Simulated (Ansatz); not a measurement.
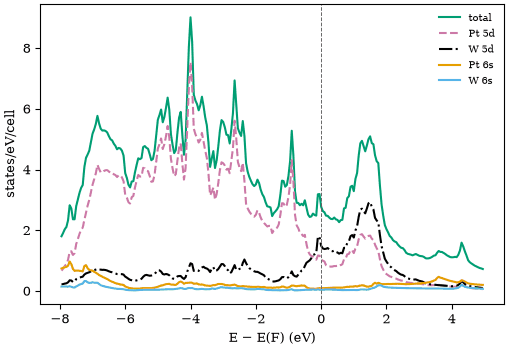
*Total and projected density of states of Pt3W in space group I4/mmm (No. 139; Pt on 4d, Pt on 2b, W on 2a), LDA in the plane-wave PAW code Ansatz*

Q: Which orbitals carry the states next to the Fermi level?

A: Within 0.5 eV of the Fermi level: W 5d 50 %, Pt 5d 41 %. Projections are on Löwdin-orthogonalised atomic valence shells; empty p or d shells of many metals are not among them.

Q: Where is the tallest occupied peak in this window, and what makes it?

A: Near -4.0 eV, about 9.0 states/eV per cell; the largest projected share is Pt 5d.

The workflow started from a Materials Project entry (that database holds measured and hypothetical structures alike); the Crystallography Open Database copy checked does not list it. Its standing as an ambient phase is unchecked. The cell was relaxed with LDA under the symmetry of its start; its stability against distortions is not shown here. No spin polarisation was allowed. Scalar-relativistic: spin–orbit coupling is off unless named, which matters more the heavier the elements.

Potentials: the later of the program's two PAW sets.
